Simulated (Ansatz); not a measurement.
# B$_{2}$AsN$_{2}$H$_{7}$: nudged elastic band

- system: B$_{2}$AsN$_{2}$H$_{7}$, SMILES BNB(N)[AsH2]
- method: RKS PBE-D4/def2-SVP (Ansatz 0.2.0)

One setting was made poor on purpose. It belongs to a series of runs on one base structure; here: band between the two ends.

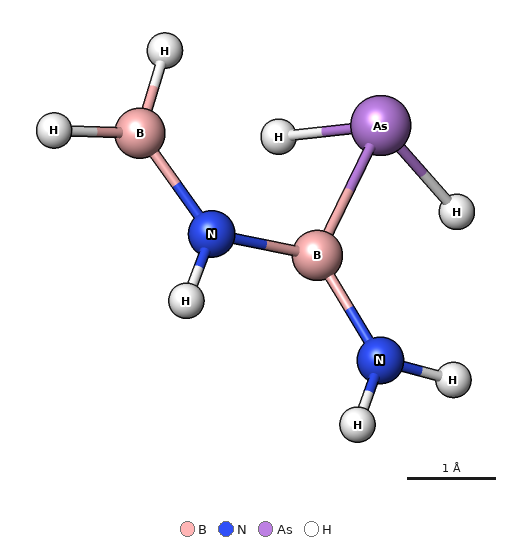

Figure 1. The starting structure (ball-and-stick view, seen at a tilt).

### Input file
```yaml
crystal:
  periodic: [false, false, false]
  atoms:
    - { symbol: B, position_ang: [-0.263638, 1.129626, 1.771245] }
    - { symbol: "N", position_ang: [-0.716259, 0.728975, 0.495406] }
    - { symbol: B, position_ang: [-0.157203, -0.289883, -0.385009] }
    - { symbol: "N", position_ang: [-0.788594, -0.590152, -1.607185] }
    - { symbol: As, position_ang: [1.483788, -1.388706, 0.237576] }
    - { symbol: H, position_ang: [0.715511, 0.591212, 2.253496] }
    - { symbol: H, position_ang: [-0.860257, 2.005862, 2.370608] }
    - { symbol: H, position_ang: [-1.548847, 1.215723, 0.141502] }
    - { symbol: H, position_ang: [-0.420028, -1.276323, -2.263468] }
    - { symbol: H, position_ang: [-1.648275, -0.140142, -1.930215] }
    - { symbol: H, position_ang: [1.833035, -1.846747, -1.195289] }
    - { symbol: H, position_ang: [2.447767, -0.194643, 0.145333] }
basis:
  gaussian: { orbitals: def2-SVP }
hamiltonian:
  xc: pbe
  dispersion: d4
neb:
  order_check: false
  images: 9
  f_tol: 0.05
  max_iterations: 60
  initial_path: idpp
  max_displacement: 0.5
  optimiser: lbfgs
  final_atoms:
    - { symbol: B, position_ang: [-0.26775815, 1.12723023, 1.77356729] }
    - { symbol: "N", position_ang: [-0.71272767, 0.73270153, 0.49314731] }
    - { symbol: B, position_ang: [-0.15543475, -0.2878772, -0.38596109] }
    - { symbol: "N", position_ang: [-0.79010345, -0.59108464, -1.60574041] }
    - { symbol: As, position_ang: [1.48763659, -1.38314426, 0.23632246] }
    - { symbol: H, position_ang: [0.70459161, 0.58086596, 2.26085908] }
    - { symbol: H, position_ang: [-0.86227227, 2.00536091, 2.37237641] }
    - { symbol: H, position_ang: [-1.53920312, 1.22577222, 0.13393443] }
    - { symbol: H, position_ang: [-1.6523792, -0.14410761, -1.92612595] }
    - { symbol: H, position_ang: [-0.42468227, -1.28051697, -2.26035567] }
    - { symbol: H, position_ang: [1.83440013, -1.84845468, -1.19487632] }
    - { symbol: H, position_ang: [2.45493253, -0.19194349, 0.13685245] }
```

Run on 2 threads of AMD EPYC (Zen 5), 16 GiB of memory available, shared host.

Launched with:
```bash
ansatz run input.yaml --threads 2 --pin off --max-ram 3072MiB --backend cpu --events-out ev --progress --plain --runs-dir out
```

### Output
```
Engine: ansatz 0.2.0, x86_64-unknown-linux-gnu
Functional definition: PBE
  parameter kappa = 0.804
  parameter beta = 0.06672455060314922
  exchange = pbe_x(kappa = kappa, mu = beta*pi^2/3)
  correlation = pbe_c(beta = beta)
1421 factors; their error is unknown
mean field evaluation 1: about -65252.7064 eV, gradient 7.6e1 eV
mean field evaluation 2: about -65210.6308 eV, gradient 1.4e2 eV
mean field evaluation 4: about -65264.6734 eV, gradient 8.7e0 eV
mean field evaluation 8: about -65264.9045 eV, gradient 9.7e-2 eV
mean field evaluation 16: about -65264.8309 eV, gradient 2.1e-4 eV
mean field -65264.83093761 eV, -2398.4382988657 hartree, gradient 3.4e-5 eV, S^2 0.000000; 0 other end points of the search recorded, 0 dependent functions left out
the calculation of the forces begins
reference -65264.83097681 eV, -2398.4383003063 hartree; 32, 32 occupied and 91, 91 virtual orbitals, 1421 factors
1421 factors; their error is unknown
mean field evaluation 32: about -65264.8310 eV, gradient 2.2e-3 eV
mean field -65264.83104499 eV, -2398.4383028119 hartree, gradient 3.4e-5 eV, S^2 0.000000; 0 other end points of the search recorded, 0 dependent functions left out
[... from here on the field's lines of each further geometry are left out, up to the last ...]
NEB iter   1: max|band force component| = 1.609e0 eV/Å  barrier→ = 1.0986 eV  barrier← = 1.0987 eV  Δτ_max = 0.0271 Å  (327 SCF iters)
NEB iter   2: max|band force component| = 6.481e-1 eV/Å  barrier→ = 1.0668 eV  barrier← = 1.0669 eV  Δτ_max = 0.0072 Å  (279 SCF iters)
NEB iter   3: max|band force component| = 4.537e-1 eV/Å  barrier→ = 1.0548 eV  barrier← = 1.0548 eV  CI = image 5  Δτ_max = 0.0081 Å  (270 SCF iters)
NEB iter   4: max|band force component| = 4.034e-1 eV/Å  barrier→ = 1.0465 eV  barrier← = 1.0465 eV  CI = image 5  Δτ_max = 0.0236 Å  (271 SCF iters)
NEB iter   5: max|band force component| = 6.124e-1 eV/Å  barrier→ = 1.0328 eV  barrier← = 1.0328 eV  CI = image 5  Δτ_max = 0.0116 Å  (279 SCF iters)
NEB iter   6: max|band force component| = 3.214e-1 eV/Å  barrier→ = 1.0251 eV  barrier← = 1.0252 eV  CI = image 5  Δτ_max = 0.0066 Å  (279 SCF iters)
NEB iter   7: max|band force component| = 3.570e-1 eV/Å  barrier→ = 1.0205 eV  barrier← = 1.0206 eV  CI = image 5  Δτ_max = 0.0070 Å  (239 SCF iters)
NEB iter   8: max|band force component| = 3.867e-1 eV/Å  barrier→ = 1.0154 eV  barrier← = 1.0154 eV  CI = image 5  Δτ_max = 0.0066 Å  (257 SCF iters)
NEB iter   9: max|band force component| = 3.148e-1 eV/Å  barrier→ = 1.0108 eV  barrier← = 1.0108 eV  CI = image 5  Δτ_max = 0.0743 Å  (240 SCF iters)
NEB iter  10: max|band force component| = 7.495e-1 eV/Å  barrier→ = 0.9631 eV  barrier← = 0.9632 eV  CI = image 5  Δτ_max = 0.0123 Å  (274 SCF iters)
NEB iter  11: max|band force component| = 4.215e-1 eV/Å  barrier→ = 0.9534 eV  barrier← = 0.9534 eV  CI = image 5  Δτ_max = 0.0045 Å  (287 SCF iters)
NEB iter  12: max|band force component| = 3.790e-1 eV/Å  barrier→ = 0.9494 eV  barrier← = 0.9494 eV  CI = image 5  Δτ_max = 0.0451 Å  (231 SCF iters)
NEB iter  13: max|band force component| = 5.029e-1 eV/Å  barrier→ = 0.9146 eV  barrier← = 0.9146 eV  CI = image 5  Δτ_max = 0.0086 Å  (276 SCF iters)
NEB iter  14: max|band force component| = 3.493e-1 eV/Å  barrier→ = 0.9093 eV  barrier← = 0.9094 eV  CI = image 5  Δτ_max = 0.0050 Å  (288 SCF iters)
NEB iter  15: max|band force component| = 3.474e-1 eV/Å  barrier→ = 0.9055 eV  barrier← = 0.9056 eV  CI = image 5  Δτ_max = 0.1932 Å  (227 SCF iters)
NEB iter  16: max|band force component| = 2.268e0 eV/Å  barrier→ = 0.9960 eV  barrier← = 0.9960 eV  CI = image 5  Δτ_max = 0.0393 Å  (286 SCF iters)
NEB iter  17: max|band force component| = 7.196e-1 eV/Å  barrier→ = 0.8739 eV  barrier← = 0.8740 eV  CI = image 5  Δτ_max = 0.0192 Å  (282 SCF iters)
NEB iter  18: max|band force component| = 4.509e-1 eV/Å  barrier→ = 0.8572 eV  barrier← = 0.8573 eV  CI = image 5  Δτ_max = 0.0176 Å  (288 SCF iters)
NEB iter  19: max|band force component| = 2.983e-1 eV/Å  barrier→ = 0.8480 eV  barrier← = 0.8481 eV  CI = image 5  Δτ_max = 0.0216 Å  (257 SCF iters)
NEB iter  20: max|band force component| = 3.020e-1 eV/Å  barrier→ = 0.8396 eV  barrier← = 0.8397 eV  CI = image 5  Δτ_max = 0.0056 Å  (267 SCF iters)
NEB iter  21: max|band force component| = 1.116e-1 eV/Å  barrier→ = 0.8367 eV  barrier← = 0.8367 eV  CI = image 5  Δτ_max = 0.0064 Å  (239 SCF iters)
NEB iter  22: max|band force component| = 1.491e-1 eV/Å  barrier→ = 0.8351 eV  barrier← = 0.8352 eV  CI = image 5  Δτ_max = 0.0028 Å  (248 SCF iters)
NEB iter  23: max|band force component| = 8.687e-2 eV/Å  barrier→ = 0.8341 eV  barrier← = 0.8341 eV  CI = image 5  Δτ_max = 0.0119 Å  (203 SCF iters)
NEB iter  24: max|band force component| = 2.371e-1 eV/Å  barrier→ = 0.8326 eV  barrier← = 0.8326 eV  CI = image 5  Δτ_max = 0.0043 Å  (268 SCF iters)
NEB iter  25: max|band force component| = 7.706e-2 eV/Å  barrier→ = 0.8308 eV  barrier← = 0.8309 eV  CI = image 5  Δτ_max = 0.0050 Å  (218 SCF iters)
NEB iter  26: max|band force component| = 8.977e-2 eV/Å  barrier→ = 0.8300 eV  barrier← = 0.8300 eV  CI = image 5  Δτ_max = 0.0018 Å  (242 SCF iters)
NEB iter  27: max|band force component| = 5.685e-2 eV/Å  barrier→ = 0.8293 eV  barrier← = 0.8294 eV  CI = image 5  Δτ_max = 0.0067 Å  (208 SCF iters)
NEB iter  28: max|band force component| = 1.686e-1 eV/Å  barrier→ = 0.8289 eV  barrier← = 0.8289 eV  CI = image 5  Δτ_max = 0.0031 Å  (264 SCF iters)
NEB iter  29: max|band force component| = 6.630e-2 eV/Å  barrier→ = 0.8276 eV  barrier← = 0.8277 eV  CI = image 5  Δτ_max = 0.0044 Å  (213 SCF iters)
NEB iter  30: max|band force component| = 8.887e-2 eV/Å  barrier→ = 0.8270 eV  barrier← = 0.8270 eV  CI = image 5  Δτ_max = 0.0018 Å  (235 SCF iters)
the calculation of the forces begins
reference -65264.76773797 eV, -2398.4359763221 hartree; 32, 32 occupied and 91, 91 virtual orbitals, 1421 factors
1421 factors; their error is unknown
mean field evaluation 2176: about -65264.0066 eV, gradient 3.9e-5 eV
mean field -65264.00660432 eV, -2398.4080051762 hartree, gradient 1.2e-5 eV, S^2 0.000000; 1 other end points of the search recorded, 0 dependent functions left out
the calculation of the forces begins
reference -65264.00664318 eV, -2398.4080066043 hartree; 32, 32 occupied and 91, 91 virtual orbitals, 1421 factors
NEB iter  31: max|band force component| = 4.923e-2 eV/Å  barrier→ = 0.8265 eV  barrier← = 0.8265 eV  CI = image 5  Δτ_max = 0.0000 Å  (482 SCF iters)
```

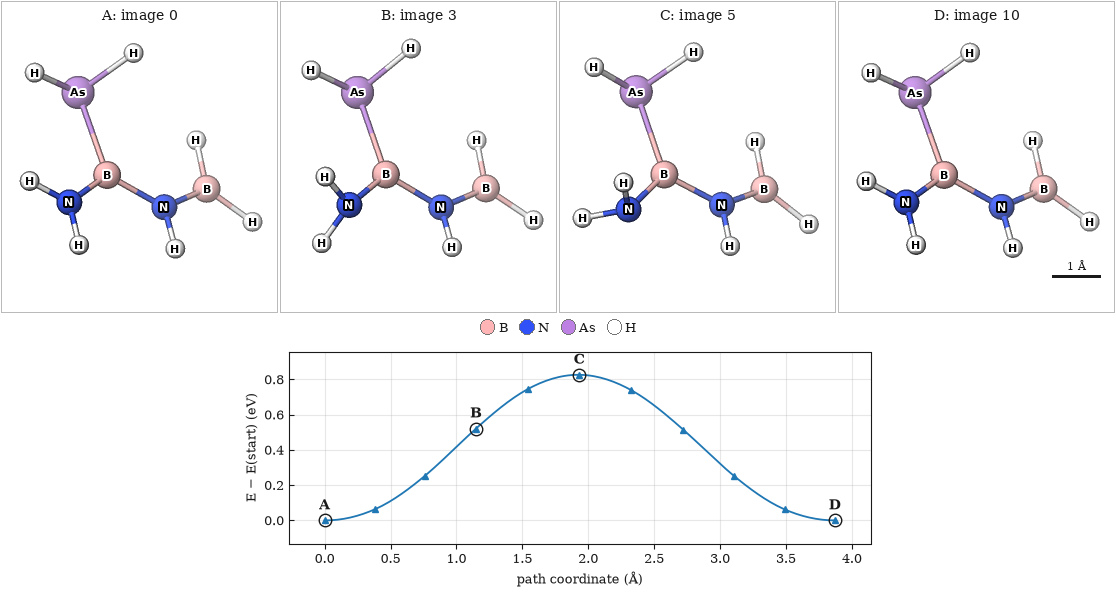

Figure 2. Images of the last band (counted from 0; ball-and-stick, seen at a tilt) above the energy along the path; the line is a cubic interpolation that uses the forces. The highest image is number 5, 0.826 eV above the start and 0.827 eV above the end (the climbing image); start and end have the same energy. The path is 3.87 Å long. The band converged in 31 iterations.

```
Total energy: -65264.27154588 eV, -2398.4177415991 hartree
Atom 0 at    -0.141586     1.332511     1.672038 Å, force     0.005311     0.001441     0.000472 eV/Å
Atom 1 at    -0.553996     0.924436     0.375702 Å, force    -0.009899     0.005931    -0.002216 eV/Å
Atom 2 at    -0.220359    -0.241184    -0.404868 Å, force    -0.038023     0.019922    -0.019163 eV/Å
Atom 3 at    -0.985839    -0.403668    -1.657433 Å, force     0.029677    -0.030454     0.005223 eV/Å
Atom 4 at     1.140701    -1.592586     0.409170 Å, force    -0.013472    -0.015203    -0.009489 eV/Å
Atom 5 at     0.664961     0.661490     2.286707 Å, force     0.003230    -0.009079    -0.016540 eV/Å
Atom 6 at    -0.617339     2.344388     2.150363 Å, force     0.020638     0.009590     0.016098 eV/Å
Atom 7 at    -1.263289     1.499236    -0.099239 Å, force    -0.002870     0.016612     0.007654 eV/Å
Atom 8 at    -0.356705    -0.424985    -2.473223 Å, force     0.022871    -0.033460     0.033360 eV/Å
Atom 9 at    -1.466475    -1.314343    -1.692374 Å, force     0.052833    -0.015066     0.013232 eV/Å
Atom 10 at     1.547058    -2.220608    -0.935817 Å, force    -0.035397     0.048500    -0.038578 eV/Å
Atom 11 at     2.329870    -0.619885     0.402976 Å, force    -0.034898     0.001264     0.009946 eV/Å
Dipole moment:    -0.158561     0.007071    -0.425273 e Å
this run last wrote the band of iteration 31 to [file]
```

### The last band as extended XYZ (Å, eV, eV/Å)
```
12
Properties=species:S:1:pos:R:3:forces:R:3 image=0 energy=-65265.09799
B    -0.2636    1.1296    1.7712   -0.0102   0.0055   0.0005
N    -0.7163    0.7290    0.4954    0.0088  -0.0074  -0.0026
B    -0.1572   -0.2899   -0.3850   -0.0011   0.0056  -0.0015
N    -0.7886   -0.5902   -1.6072    0.0017   0.0000  -0.0019
As    1.4838   -1.3887    0.2376   -0.0002  -0.0008   0.0002
H     0.7155    0.5912    2.2535   -0.0009  -0.0042  -0.0010
H    -0.8603    2.0059    2.3706    0.0017   0.0015   0.0021
H    -1.5488    1.2157    0.1415    0.0028   0.0015   0.0022
H    -0.4200   -1.2763   -2.2635   -0.0014   0.0000   0.0001
H    -1.6483   -0.1401   -1.9302   -0.0030  -0.0027   0.0014
H     1.8330   -1.8467   -1.1953    0.0000  -0.0008   0.0009
H     2.4478   -0.1946    0.1453    0.0018   0.0018  -0.0006
12
Properties=species:S:1:pos:R:3:forces:R:3 image=1 energy=-65265.03505
B    -0.2582    1.1658    1.7542   -0.0052  -0.0064  -0.0016
N    -0.7231    0.7415    0.4897    0.0050   0.0012  -0.0030
B    -0.1541   -0.2653   -0.3979    0.0001  -0.0157   0.0177
N    -0.7912   -0.5654   -1.6212    0.0168  -0.0573   0.0142
As    1.4373   -1.4090    0.2594    0.0233  -0.0016  -0.0031
H     0.6799    0.5872    2.2709    0.0030  -0.0020  -0.0090
H    -0.7964    2.1094    2.3048   -0.0199  -0.0224   0.0143
H    -1.5088    1.2750    0.0983   -0.0212  -0.0142   0.0160
H    -0.3471   -1.1115   -2.3569   -0.0402  -0.1866   0.0910
H    -1.7638   -0.3298   -1.8285    0.0414   0.2313  -0.0812
H     1.7928   -1.9417   -1.1435    0.0124   0.0365  -0.0232
H     2.5097   -0.3113    0.2048   -0.0155   0.0372  -0.0320
12
Properties=species:S:1:pos:R:3:forces:R:3 image=2 energy=-65264.84370
B    -0.2413    1.2042    1.7392   -0.0221  -0.0180  -0.0035
N    -0.7129    0.7702    0.4783   -0.0293  -0.0182   0.0066
B    -0.1566   -0.2386   -0.4118    0.0161  -0.0118   0.0177
N    -0.7954   -0.5053   -1.6535    0.0913  -0.1387   0.0340
As    1.3707   -1.4395    0.2831    0.0554   0.0257  -0.0145
H     0.6641    0.5994    2.2839   -0.0060  -0.0117  -0.0206
H    -0.7394    2.1877    2.2568   -0.0206  -0.0247   0.0142
H    -1.4560    1.3377    0.0534   -0.0509  -0.0182   0.0349
H    -0.2978   -0.9460   -2.4246   -0.0049  -0.3604   0.1122
H    -1.8088   -0.5849   -1.7513   -0.0818   0.4661  -0.1069
H     1.7386   -2.0235   -1.0932    0.0253   0.0626  -0.0418
H     2.5120   -0.4166    0.2738    0.0275   0.0475  -0.0323
12
Properties=species:S:1:pos:R:3:forces:R:3 image=3 energy=-65264.57641
B    -0.2142    1.2447    1.7235   -0.0329  -0.0246   0.0051
N    -0.6792    0.8134    0.4565   -0.0719  -0.0395   0.0258
B    -0.1715   -0.2245   -0.4201    0.0257   0.0142  -0.0039
N    -0.8338   -0.4237   -1.6863    0.1584  -0.0881  -0.0046
As    1.2932   -1.4840    0.3142    0.0591   0.0475  -0.0333
H     0.6612    0.6174    2.2907   -0.0119  -0.0175  -0.0209
H    -0.6923    2.2474    2.2216   -0.0028  -0.0119   0.0121
H    -1.3936    1.3974    0.0042   -0.0566  -0.0105   0.0408
H    -0.2768   -0.7887   -2.4584    0.0788  -0.4150   0.0772
H    -1.7586   -0.8625   -1.6964   -0.2193   0.4441  -0.0355
H     1.6784   -2.0949   -1.0440    0.0207   0.0692  -0.0525
H     2.4643   -0.4971    0.3283    0.0527   0.0320  -0.0103
12
Properties=species:S:1:pos:R:3:forces:R:3 image=4 energy=-65264.35329
B    -0.1797    1.2885    1.7026   -0.0205  -0.0157   0.0124
N    -0.6239    0.8669    0.4224   -0.0626  -0.0289   0.0272
B    -0.1956   -0.2268   -0.4180   -0.0047   0.0303  -0.0250
N    -0.9100   -0.3806   -1.6897    0.1070   0.0012  -0.0360
As    1.2153   -1.5378    0.3558    0.0262   0.0252  -0.0355
H     0.6631    0.6389    2.2919   -0.0055  -0.0149  -0.0145
H    -0.6524    2.2986    2.1883    0.0141   0.0034   0.0173
H    -1.3288    1.4500   -0.0479   -0.0345   0.0000   0.0263
H    -0.2925   -0.6164   -2.4730    0.1157  -0.2831   0.0412
H    -1.6310   -1.1143   -1.6738   -0.1535   0.2071   0.0365
H     1.6145   -2.1602   -0.9925   -0.0021   0.0602  -0.0526
H     2.3981   -0.5620    0.3679    0.0204   0.0151   0.0026
12
Properties=species:S:1:pos:R:3:forces:R:3 image=5 energy=-65264.27151
B    -0.1416    1.3325    1.6720    0.0053   0.0014   0.0005
N    -0.5540    0.9244    0.3757   -0.0099   0.0059  -0.0022
B    -0.2204   -0.2412   -0.4049   -0.0380   0.0199  -0.0192
N    -0.9858   -0.4037   -1.6574    0.0297  -0.0305   0.0052
As    1.1407   -1.5926    0.4092   -0.0135  -0.0152  -0.0095
H     0.6650    0.6615    2.2867    0.0032  -0.0091  -0.0165
H    -0.6173    2.3444    2.1504    0.0206   0.0096   0.0161
H    -1.2633    1.4992   -0.0992   -0.0029   0.0166   0.0077
H    -0.3567   -0.4250   -2.4732    0.0229  -0.0335   0.0334
H    -1.4665   -1.3143   -1.6924    0.0528  -0.0151   0.0132
H     1.5471   -2.2206   -0.9358   -0.0354   0.0485  -0.0386
H     2.3299   -0.6199    0.4030   -0.0349   0.0013   0.0099
12
Properties=species:S:1:pos:R:3:forces:R:3 image=6 energy=-65264.35927
B    -0.1067    1.3698    1.6313    0.0264   0.0146  -0.0194
N    -0.4846    0.9689    0.3234    0.0394   0.0337  -0.0330
B    -0.2313   -0.2659   -0.3837   -0.0434  -0.0089   0.0072
N    -1.0084   -0.4764   -1.6075   -0.0077  -0.0997   0.0580
As    1.0758   -1.6433    0.4806   -0.0434  -0.0492   0.0302
H     0.6639    0.6828    2.2745    0.0089  -0.0038  -0.0241
H    -0.5846    2.3863    2.0992    0.0241   0.0106   0.0020
H    -1.1943    1.5427   -0.1517    0.0276   0.0337  -0.0091
H    -0.4982   -0.2179   -2.4626   -0.1406   0.2192   0.0289
H    -1.3060   -1.4469   -1.7480    0.2473  -0.1734  -0.0483
H     1.4795   -2.2803   -0.8637   -0.0582   0.0325  -0.0120
H     2.2719   -0.6751    0.4423   -0.0805  -0.0094   0.0194
12
Properties=species:S:1:pos:R:3:forces:R:3 image=7 energy=-65264.58219
B    -0.0778    1.4001    1.5910    0.0257   0.0141  -0.0323
N    -0.4312    0.9974    0.2790    0.0389   0.0272  -0.0382
B    -0.2297   -0.2872   -0.3661   -0.0170  -0.0283   0.0288
N    -0.9615   -0.5530   -1.5778    0.0798  -0.1513   0.0584
As    1.0114   -1.6865    0.5554   -0.0571  -0.0586   0.0594
H     0.6605    0.7018    2.2603    0.0078  -0.0020  -0.0310
H    -0.5465    2.4287    2.0437    0.0328   0.0149  -0.0190
H    -1.1221    1.5860   -0.2040    0.0465   0.0478  -0.0206
H    -0.7029   -0.0424   -2.4264   -0.3637   0.3162   0.0693
H    -1.1515   -1.5255   -1.8187    0.3607  -0.1735  -0.1209
H     1.4087   -2.3424   -0.7848   -0.0630   0.0111   0.0183
H     2.2194   -0.7322    0.4823   -0.0914  -0.0178   0.0277
12
Properties=species:S:1:pos:R:3:forces:R:3 image=8 energy=-65264.84591
B    -0.0534    1.4267    1.5570    0.0118   0.0080  -0.0236
N    -0.4012    1.0118    0.2500    0.0023   0.0039  -0.0150
B    -0.2184   -0.2986   -0.3582    0.0065  -0.0171   0.0147
N    -0.8715   -0.5985   -1.5818    0.1336  -0.0911   0.0024
As    0.9462   -1.7173    0.6215   -0.0501  -0.0361   0.0456
H     0.6565    0.7181    2.2465    0.0002  -0.0036  -0.0231
H    -0.4941    2.4774    1.9874    0.0420   0.0236  -0.0282
H    -1.0527    1.6261   -0.2539    0.0443   0.0413  -0.0241
H    -0.9450    0.0679   -2.3514   -0.4210   0.1899   0.1274
H    -0.9968   -1.5583   -1.8968    0.3366  -0.0766  -0.1404
H     1.3284   -2.4125   -0.7044   -0.0472  -0.0154   0.0324
H     2.1790   -0.7981    0.5181   -0.0591  -0.0267   0.0318
12
Properties=species:S:1:pos:R:3:forces:R:3 image=9 energy=-65265.03520
B    -0.0341    1.4551    1.5300    0.0006   0.0030  -0.0098
N    -0.4047    1.0176    0.2389   -0.0154  -0.0066   0.0042
B    -0.2077   -0.2968   -0.3597    0.0086   0.0030   0.0008
N    -0.7967   -0.6039   -1.6029    0.0501  -0.0250  -0.0212
As    0.8814   -1.7313    0.6697   -0.0238  -0.0057   0.0108
H     0.6447    0.7324    2.2359   -0.0067  -0.0038  -0.0070
H    -0.4140    2.5422    1.9264    0.0340   0.0204  -0.0202
H    -1.0017    1.6602   -0.2956    0.0215   0.0211  -0.0152
H    -1.1726    0.0933   -2.2480   -0.2284   0.0267   0.0977
H    -0.8113   -1.5475   -1.9855    0.1915   0.0155  -0.0874
H     1.2319   -2.4919   -0.6285   -0.0219  -0.0224   0.0205
H     2.1617   -0.8845    0.5531   -0.0101  -0.0262   0.0268
12
Properties=species:S:1:pos:R:3:forces:R:3 image=10 energy=-65265.09803
B    -0.2695    1.1234    1.7757    0.0034   0.0014   0.0013
N    -0.7145    0.7297    0.4951    0.0019   0.0074   0.0002
B    -0.1549   -0.2877   -0.3863    0.0045   0.0055  -0.0045
N    -0.7898   -0.5908   -1.6060    0.0033  -0.0027  -0.0021
As    1.4920   -1.3790    0.2326    0.0081  -0.0111   0.0013
H     0.7049    0.5792    2.2612   -0.0009  -0.0034  -0.0003
H    -0.8662    1.9987    2.3766   -0.0016  -0.0003  -0.0039
H    -1.5428    1.2209    0.1374   -0.0052   0.0009   0.0049
H    -1.6537   -0.1459   -1.9248   -0.0022  -0.0030   0.0025
H    -0.4229   -1.2780   -2.2621    0.0012   0.0021  -0.0014
H     1.8389   -1.8409   -1.1997   -0.0036  -0.0001   0.0014
H     2.4556   -0.1847    0.1343   -0.0089   0.0034   0.0006
```

### Summary

```csv
quantity,value
outcome,converged
"barrier, forward",0.827 eV
"barrier, backward",0.827 eV
wall time,3.8 min (CPU time 7.4 min)
peak memory,0.2 GiB
```

### Notes

A deliberately poor setting: step length. The order of the saddle point was not checked.
